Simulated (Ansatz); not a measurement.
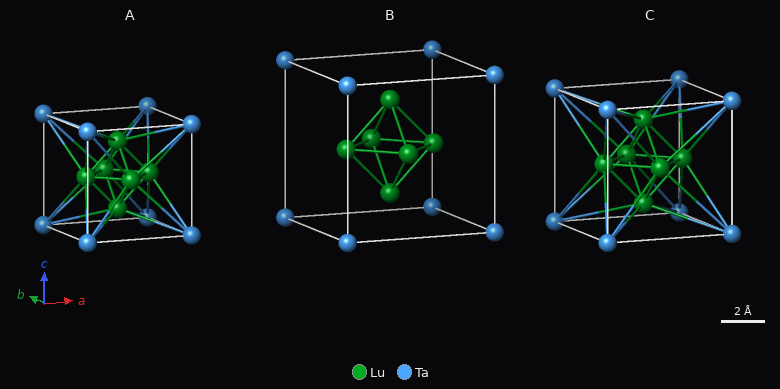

3 geometries from one relaxation of solid Lu$_{6}$Ta (a generated structure, set up in Pm-3m) (coarse preliminary run), in shuffled order. The picture is a ball-and-stick view of the cell of the calculation, seen slightly off an axis.

Method: DFT PBE, scalar-relativistic, plane waves, PAW in Ansatz 0.2.0. Set-up: plane-wave cutoff 420 eV; k-point mesh 4 × 4 × 4; occupations gaussian; smearing width 0.1 eV; no spin polarisation; cell and atoms relaxed; force threshold 0.04 eV/Å; at most 70 steps.

Question: Order the frames from highest to lowest energy.

Answer: A, C, B. They are steps 0, 4, 15, at +3403 meV per atom, +496 meV per atom relative to the last. The energy falls by 3403 meV per atom in 13 accepted moves (15 points after the start). Largest force component: 8.1 eV/Å at the start, 0.0097 eV/Å at the end. The pressure goes from 74.80 to 0.27 GPa. The SCF was repeated twice at an unchanged geometry on a basis and grid sized afresh for the cell, which shifted the energy by 146 meV per atom at most. The largest moves relative to the cell, 0.044 Å, are those of Lu atoms. Ta stays in place. Cell: a = b = c 5.276 → 7.457 Å (+41.4 %). Volume +182.4 %. Among the contacts that change: Lu–Ta 3.873 → 5.487 Å, Lu–Lu 3.192 → 4.424 Å, Lu–Lu 2.084 → 3.033 Å, Lu–Lu 2.257 → 3.128 Å. Bonds break, among them: Lu–Ta (3.87 → 5.49 Å). The space group stays Pm-3m (No. 221).
